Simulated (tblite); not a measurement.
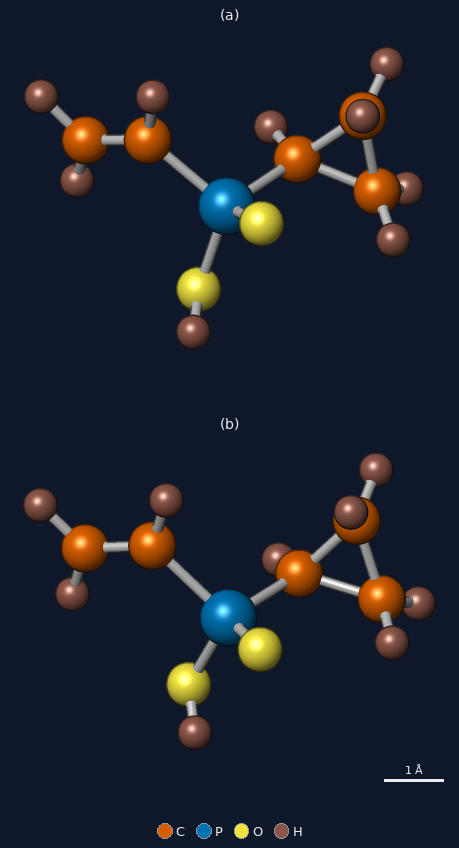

The structure of C$_{5}$H$_{9}$O$_{2}$P before (top) and after (bottom) a relaxation, at one scale.

The picture is a ball-and-stick view, seen face on.

Method: GFN2-xTB geometry optimisation, gas phase in tblite. 

> What changed between the two?

After 102 geometry steps the energy has fallen by 0.534 eV. An H atom moves most after the best rigid fit: 0.48 Å. By element the largest moves are H 0.48 Å, O 0.34 Å, C 0.19 Å, P 0.06 Å. Some distances before and after: O–P 1.693 → 1.615 Å, H–O 1.011 → 0.959 Å, O–P 1.507 → 1.468 Å, C–P 1.778 → 1.815 Å. Among the angles between lasting bonds that change: C–P–O 111.6° → 104.5°, C–C–H 113.4° → 119.2°, C–C–H 114.0° → 119.1°. Groups turn about C–P by about 25°. The run took 0.67 s on 1 thread of Arm Neoverse V1 (shared host).
